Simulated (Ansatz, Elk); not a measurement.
# Bonding as seen by X-rays: Mg3FeS4

Structure refinements treat a crystal as free atoms side by side. For a made-up structure of Mg3FeS4 (cell and positions from a PBEsol relaxation) the runs below show what the calculated density changes in F(hkl).

Program: Elk 11.2.3 (patched build). Level of theory: DFT, PBE, all-electron APW+lo, Dirac cores, scalar-relativistic bands, static density, ferromagnetic start. Results are calculated unless marked as measured.

The structure was built from a prototype and need not be the compound's stable phase.

### 1. The structure

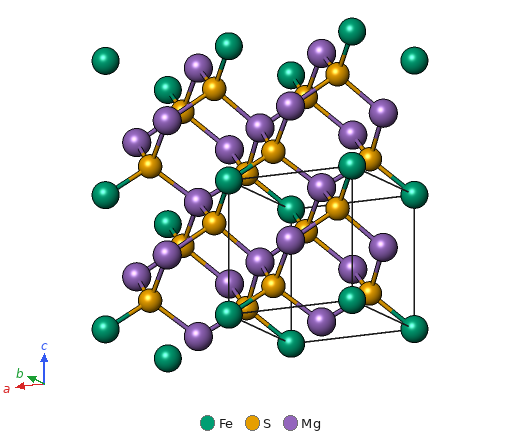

The starting structure, seen from a free direction (iron teal, sulfur orange, magnesium purple). 2×1×2 cells are drawn. Bonds to atoms that aren't drawn are left out. Some periodic images of atoms are drawn too.

### 2. Ground state and structure factors

An all-electron density is needed, since X-rays see the cores too. Task 0 finds the density and task 195 Fourier-transforms it; tshift is off so that phases refer to the origin typed.

File elk.in:

```
tasks
  0
  195
  196

xctype
  20

spinpol
  .true.

rgkmax
  7.0

gmaxvr
  14.0

lmaxo
  7

lmaxapw
  8

swidth
  0.002

tshift
  .false.

ramdisk
  .false.

hmaxvr
  5.5

maxscl
  120

epspot
  1e-06

reducebf
  0.8

sppath
  './'

avec
  10.51495871864 0.00000000000 0.00000000000
  0.00000000000 10.51495871864 -0.00000000000
  0.00000000000 -0.00000000000 10.51495871864

atoms
  3
  'Fe.in'
  1
  -0.0000000000 -0.0000000000 -0.0000000000   0.000000 0.000000 -0.155000
  'S.in'
  4
  0.2399203369 0.2399203369 0.2399203369   0.000000 0.000000 0.000000
  0.2399203369 0.7600796631 0.7600796631   0.000000 0.000000 0.000000
  0.7600796631 0.2399203369 0.7600796631   0.000000 0.000000 0.000000
  0.7600796631 0.7600796631 0.2399203369   0.000000 0.000000 0.000000
  'Mg.in'
  3
  -0.0000000000 0.5000000000 0.5000000000   0.000000 0.000000 0.000000
  0.5000000000 -0.0000000000 0.5000000000   0.000000 0.000000 0.000000
  0.5000000000 0.5000000000 -0.0000000000   0.000000 0.000000 0.000000

ngridk
  4 4 4
```

Started as:

```sh
$ OMP_NUM_THREADS=4 elk
```

Numbers of over 12 decimals in the logs are rounded to 6 here.

Output:

```text
┌─────────────────────────┐
│ Elk code version 11.2.3 │
└─────────────────────────┘

All units are atomic (Hartree, Bohr, etc.)

┌─────────────────────────────────────────────────┐
│ Ground-state run starting from atomic densities │
└─────────────────────────────────────────────────┘

Lattice vectors :
   10.51495872       0.000000000       0.000000000
   0.000000000       10.51495872      -0.000000000
   0.000000000      -0.000000000       10.51495872

Reciprocal lattice vectors :
  0.5975473110      -0.000000000      -0.000000000
  -0.000000000      0.5975473110       0.000000000
  -0.000000000       0.000000000      0.5975473110

Unit cell volume      :    1162.579648
Brillouin zone volume :   0.2133619093

Muffin-tin inner radius fraction :   0.1000000000E-01

Nuclei treated as point charges

Species : 1 (Fe)
 parameters loaded from : Fe.in
 name : iron
 nuclear charge    :   -26.00000000
 electronic charge :    26.00000000
 atomic mass :    101799.2075
 muffin-tin radius :    2.253670642
 number of radial points in muffin-tin :    993
 inner part over the whole radius :   0.9924889093E-02
 number on inner part of muffin-tin    :    699
 approximate nuclear radius :   0.7160107270E-04
 number of mesh points to nuclear radius :    333
 atomic positions (lattice), magnetic fields (Cartesian) :
  1 :   0.00000000  0.00000000  0.00000000    0.00000000  0.00000000 -0.15500000

Species : 2 (S)
 parameters loaded from : S.in
 name : sulphur
 nuclear charge    :   -16.00000000
 electronic charge :    16.00000000
 atomic mass :    58450.91931
 muffin-tin radius :    2.065864756
 number of radial points in muffin-tin :    793
 inner part over the whole radius :   0.9888070424E-02
 number on inner part of muffin-tin    :    553
 approximate nuclear radius :   0.6195814986E-04
 number of mesh points to nuclear radius :    252
 atomic positions (lattice), magnetic fields (Cartesian) :
  1 :   0.23992034  0.23992034  0.23992034    0.00000000  0.00000000  0.00000000
  2 :   0.23992034  0.76007966  0.76007966    0.00000000  0.00000000  0.00000000
  3 :   0.76007966  0.23992034  0.76007966    0.00000000  0.00000000  0.00000000
  4 :   0.76007966  0.76007966  0.23992034    0.00000000  0.00000000  0.00000000

Species : 3 (Mg)
 parameters loaded from : Mg.in
 name : magnesium
 nuclear charge    :   -12.00000000
 electronic charge :    12.00000000
 atomic mass :    44305.30466
 muffin-tin radius :    2.200000000
 number of radial points in muffin-tin :    793
 inner part over the whole radius :   0.9941530515E-02
 number on inner part of muffin-tin    :    552
 approximate nuclear radius :   0.5710277704E-04
 number of mesh points to nuclear radius :    241
 atomic positions (lattice), magnetic fields (Cartesian) :
  1 :   0.00000000  0.50000000  0.50000000    0.00000000  0.00000000  0.00000000
  2 :   0.50000000  0.00000000  0.50000000    0.00000000  0.00000000  0.00000000
  3 :   0.50000000  0.50000000  0.00000000    0.00000000  0.00000000  0.00000000

Total number of atoms per unit cell :    8
Total muffin-tin volume :    329.4786390
 ratio of muffin-tin to unit cell volume :   0.2834030679

Spin treatment :
 spin-polarised
 global magnetic field (Cartesian) :    0.000000000       0.000000000       0.000000000
 collinear magnetisation in z-direction

Number of Bravais lattice symmetries :   48
Number of crystal symmetries         :   24
Crystal has no inversion symmetry
Complex Hermitian eigensolver will be used

k-point grid :      4     4     4
k-point offset :    0.000000000       0.000000000       0.000000000
k-point set is reduced with full crystal symmetry group
Total number of k-points :       11

Muffin-tin radius times maximum |G+k| :    7.000000000
 using average radius
Maximum |G+k| for APW functions       :    3.271576549
Maximum (1/2)|G+k|²                   :    5.351606559
Maximum |G| for potential and density :    14.00000000
Constant for pseudocharge density :    8
 order of it for each species :   15  15  15
[...]
Absolute change in total energy (target)   :    1.125306365     (  0.1000000000E-03)

[... loops 3 to 19 left out ...]

┌──────────────────┐
│ Loop number : 20 │
└──────────────────┘

Energies :
 Fermi                       :     0.149193
 sum of occupied eigenvalues :     -1952.9702543753
 electron kinetic            :      3495.9081237532
 core electron kinetic       :      3105.1665268642
 Coulomb                     :     -6758.7121038352
 Coulomb potential           :     -5179.7035379742
 nuclear-nuclear             :     -517.03978105530
 electron-nuclear            :     -7314.3953001765
 Hartree                     :      1072.7229773966
 Madelung                    :     -4168.8603348481
 xc potential                :     -268.96000531905
 xc effective B-field        :    -0.214817
 external B-field            :      0.000000
 exchange                    :     -203.07118983721
 correlation                 :     -5.024519
 electron entropic           :    -0.20643712715936E-02
 total energy                :     -3470.9017532043
 (external B-field energy excluded from total)

Density of states at Fermi energy :    172.7598427
 (states/Hartree/unit cell)

Estimated indirect band gap :   0.8229776926E-03
 from k-point 6 to k-point 7
Estimated direct band gap   :   0.5636519640E-02
 at k-point 5

Charges :
 core                        :    56.00000000
 valence                     :    70.00000000
 interstitial                :    13.05353939
 muffin-tins (core leakage)
  species : 1 (Fe)
[...]
species : 2 (S)
[...]
species : 3 (Mg)
[...]
total in muffin-tins        :    112.9464606
 total calculated charge     :    125.9987620
 total charge                :    126.0000000
 error                       :   0.1237963518E-02

Moments :
 interstitial                :   0.4472266545
 muffin-tins
  species : 1 (Fe)
[...]
species : 2 (S)
[...]
species : 3 (Mg)
[...]
total in muffin-tins        :    3.552804177
 total moment                :    4.000030831

RMS change in Kohn-Sham potential (target) :   0.7344872325E-06 (  0.1000000000E-05)
Absolute change in total energy (target)   :   0.8895655355E-05 (  0.1000000000E-03)

Convergence targets achieved

┌──────────────────┐
│ Loop number : 21 │
└──────────────────┘

Energies :
 Fermi                       :     0.149191
 sum of occupied eigenvalues :     -1952.9702226435
 electron kinetic            :      3495.9081404607
 core electron kinetic       :      3105.1665295251
 Coulomb                     :     -6758.7120855655
 Coulomb potential           :     -5179.7035225151
 nuclear-nuclear             :     -517.03978105530
 electron-nuclear            :     -7314.3952802742
 Hartree                     :      1072.7229757640
 Madelung                    :     -4168.8603243079
 xc potential                :     -268.96000513458
 xc effective B-field        :    -0.214812
 external B-field            :      0.000000
 exchange                    :     -203.07118584427
 correlation                 :     -5.024519
 electron entropic           :    -0.20643681321370E-02
 total energy                :     -3470.9017144849
 (external B-field energy excluded from total)

Density of states at Fermi energy :    172.7595035
 (states/Hartree/unit cell)

Estimated indirect band gap :   0.8230254991E-03
 from k-point 6 to k-point 7
Estimated direct band gap   :   0.5636461251E-02
 at k-point 5

Charges :
 core                        :    56.00000000
 valence                     :    70.00000000
 interstitial                :    13.05353861
 muffin-tins (core leakage)
  species : 1 (Fe)
[...]
species : 2 (S)
[...]
species : 3 (Mg)
   atom 1                    :    10.52828946     ( -0.9828258651E-07)
   atom 2                    :    10.52828946     ( -0.9828258651E-07)
   atom 3                    :    10.52828946     ( -0.9828258651E-07)
 total in muffin-tins        :    112.9464614
 total calculated charge     :    125.9987620
 total charge                :    126.0000000
 error                       :   0.1237963408E-02

Moments :
 interstitial                :   0.4472477184
 muffin-tins
  species : 1 (Fe)
[...]
species : 2 (S)
[...]
species : 3 (Mg)
   atom 1                    :   0.1350521026E-01
   atom 2                    :   0.1350521026E-01
   atom 3                    :   0.1350521026E-01
 total in muffin-tins        :    3.552783113
 total moment                :    4.000030832

┌──────────────────────────────┐
│ Self-consistent loop stopped │
└──────────────────────────────┘

Warning : core states of species 2 leak from the muffin-tin :   0.1732627670E-03

Wrote STATE.OUT
```

The job ended after 5.7 min (4 threads of Arm Neoverse V1, shared host; peak memory 0.57 GiB).

SFACRHO.OUT:

```text

h k l indices transformed by vhmat matrix:
   1.000000000       0.000000000       0.000000000    
   0.000000000       1.000000000       0.000000000    
   0.000000000       0.000000000       1.000000000    

      h      k      l  multipl.   |H|            Re(F)            Im(F)           |F|

      0      0      0      1   0.0000000       126.00000      0.16169716E-15   126.00000    
      1      0      0      6  0.59754731       17.211016      0.68585076E-14   17.211016    
      0     -1     -1     12  0.84505951       13.068923      0.59362986E-15   13.068923    
     -1     -1     -1      4   1.0349823       49.880706       50.447931       70.944194    
      1      1      1      4   1.0349823       49.880706      -50.447931       70.944194    
      0      2      0      6   1.1950946      0.84428080      0.47911699E-13  0.84428080    
     -1     -2      0     24   1.3361564       8.5224789     -0.19549638E-13   8.5224789    
      1     -1     -2     12   1.4636860       10.744589      -5.2951745       11.978525    
     -1     -2     -1     12   1.4636860       10.744589       5.2951745       11.978525    
      0     -2      2     12   1.6901190       80.821466     -0.10631874E-14   80.821466    
     -1      2     -2     12   1.7926419       12.179920     -0.56371207       12.192958    
     -2      1      2     12   1.7926419       12.179920      0.56371207       12.192958    
     -3      0      0      6   1.7926419       2.7168222     -0.51659797E-13   2.7168222    
      0     -1      3     24   1.8896105       9.1446031      0.67544809E-14   9.1446031    
     -3      1      1     12   1.9818402       38.944182      -35.128869       52.446990    
      1     -1     -3     12   1.9818402       38.944182       35.128869       52.446990    
     -2     -2      2      4   2.0699646       3.8584004     -0.73969082       3.9286634    
     -2      2      2      4   2.0699646       3.8584004      0.73969082       3.9286634
```

Elk indexes on the primitive cell of elk.in and gives |H| = 4π sin θ/λ in inverse bohr. Below, one row stands for each form hkl of the conventional cell (m members, Friedel mates merged), F is for one primitive cell and the density is static (no thermal factor). Free-atom factors are Waasmaier and Kirfel's, and R is Σm||F|−|F'||/Σm|F|.

```
hkl   m  sin θ/λ (Å⁻¹)  abs F, DFT  neutral atoms   diff.  abs of complex diff.
100   6          0.090      17.211         17.023  +0.188                 0.188
110  12          0.127      13.069         12.966  +0.103                 0.103
111   8          0.156      70.944         70.125  +0.819                 1.128
200   6          0.180       0.844          1.512  -0.667                 0.667
210  24          0.201       8.523          8.510  +0.012                 0.012
211  24          0.220      11.979         11.981  -0.003                 0.041
220  12          0.254      80.822         81.038  -0.216                 0.216
221  24          0.270      12.193         12.282  -0.089                 0.098
300   6          0.270       2.717          2.676  +0.041                 0.041
310  24          0.284       9.145          9.157  -0.012                 0.012
311  24          0.298      52.447         52.861  -0.414                 0.425
222   8          0.311       3.929          3.658  +0.271                 0.698
320  24          0.324      15.315         15.375  -0.059                 0.059
321  48          0.336       9.912          9.988  -0.076                 0.076
400   6          0.359      66.813         67.064  -0.251                 0.251
410  24          0.370      10.100         10.079  +0.021                 0.021
322  24          0.370       2.057          2.089  -0.031                 0.065
411  24          0.381      11.349         11.363  -0.013                 0.027
```

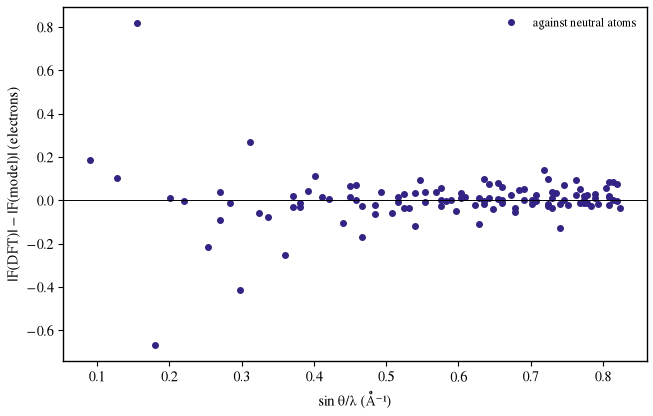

Difference between the calculated structure factors and the independent-atom ones.

### 3. The magnetisation density

The same run holds the spin density, and task 196 transforms it. The order is that of the start, and no other was tried.

SFACMAG_1.OUT:

```text

h k l indices transformed by vhmat matrix:
   1.000000000       0.000000000       0.000000000    
   0.000000000       1.000000000       0.000000000    
   0.000000000       0.000000000       1.000000000    

      h      k      l  multipl.   |H|            Re(F)            Im(F)           |F|

      0      0      0      1   0.0000000       4.0000310      0.75171668E-17   4.0000310    
      1      0      0      6  0.59754731       3.0165296      0.71103931E-16   3.0165296    
      0     -1     -1     12  0.84505951       2.8786137     -0.31237008E-16   2.8786137    
     -1     -1     -1      4   1.0349823       2.6580793      0.14973358       2.6622933    
      1      1      1      4   1.0349823       2.6580793     -0.14973358       2.6622933    
      0      2      0      6   1.1950946       2.2713139      0.13392270E-15   2.2713139    
     -1     -2      0     24   1.3361564       2.2841606      0.52447784E-16   2.2841606    
      1     -1     -2     12   1.4636860       2.1048891      0.10227156       2.1073722    
     -1     -2     -1     12   1.4636860       2.1048891     -0.10227156       2.1073722    
      0     -2      2     12   1.6901190       1.8795180      0.63726724E-17   1.8795180    
     -1      2     -2     12   1.7926419       1.7183350      0.87142263E-01   1.7205432    
     -2      1      2     12   1.7926419       1.7183350     -0.87142263E-01   1.7205432    
     -3      0      0      6   1.7926419       1.7027800      0.61188343E-16   1.7027800    
      0     -1      3     24   1.8896105       1.5954636     -0.14173468E-16   1.5954636    
     -3      1      1     12   1.9818402       1.4972386     -0.53396581E-01   1.4981904    
      1     -1     -3     12   1.9818402       1.4972386      0.53396581E-01   1.4981904
```

The total moment is 4.00 μB a cell; sphere moments: Fe1 +3.24, S2 +0.07, S3 +0.07, S4 +0.07, S5 +0.07, Mg6 +0.01, Mg7 +0.01, Mg8 +0.01 μB. Polarised neutrons measure spin and orbital magnetisation together; without spin-orbit coupling the run gives the spin part:

```
hkl  sin θ/λ (Å⁻¹)  abs F_M (μB)
100          0.090         3.017
110          0.127         2.879
111          0.156         2.662
200          0.180         2.271
210          0.201         2.284
211          0.220         2.107
220          0.254         1.879
221          0.270         1.721
300          0.270         1.703
310          0.284         1.595
311          0.298         1.498
222          0.311         1.428
320          0.324         1.325
321          0.336         1.259
```

### 4. The highest occupied states alone

An energy window below the Fermi level keeps the highest occupied states, to see at which angles they scatter; shallow core shells can lie inside it and anion s states outside. No new self-consistency is needed.

elk.in: that of step 2 with these lines changed.

```diff
@@ -1,5 +1,3 @@
 tasks
-  0
   195
-  196
 
@@ -44,2 +42,5 @@
 
+wsfac
+  -0.291800 0.449190
+
 sppath
```

Started as:

```sh
$ OMP_NUM_THREADS=4 elk
```

Output:

```text
┌─────────────────────────────────┐
│ Elk code version 11.2.3 started │
└─────────────────────────────────┘

Info(readinput): the functional depends on the density's gradient
 muffin-tin radial points multiplied by    2.00000
 (not where nrmtscf is given)

┌────────────────────┐
│ Current task : 195 │
└────────────────────┘
Info(checkmt): changed muffin-tin radius of species 1 (Fe) from   2.4000 to   2.2537
Info(checkmt): changed muffin-tin radius of species 2 (S) from   2.2000 to   2.0659

Info(sfacrho): density structure factors written to SFACRHO.OUT

 Energy window :  -0.2918000000      0.4491900000

┌──────────────────┐
│ Elk code stopped │
└──────────────────┘
```

Run time: 25 s. Hardware: 4 threads; peak memory 0.3 GiB; 30 s of CPU time.

States within 12 eV below the Fermi level hold 30.00 electrons; any levels below the window count with the cores. Their amplitudes can exceed the total, where window and core parts have opposite phase:

```
hkl  sin θ/λ (Å⁻¹)  abs F, window  abs F, all
100          0.090          6.405      17.211
110          0.127          5.126      13.069
111          0.156          9.727      70.944
200          0.180          1.399       0.844
210          0.201          3.694       8.523
211          0.220          3.669      11.979
220          0.254          4.511      80.822
221          0.270          2.937      12.193
300          0.270          2.778       2.717
310          0.284          2.751       9.145
```

[end of part 1 of 2]

[Logs are printed without paths, hosts, clocks, repeated set-up lines and the standing remarks that a program may print on its own settings, such as how far it seeks lower states.]

[Hosts, paths, dates, database ids (printed as entryN), source tags and the programs' standing remarks are cut or masked in the printed files.]
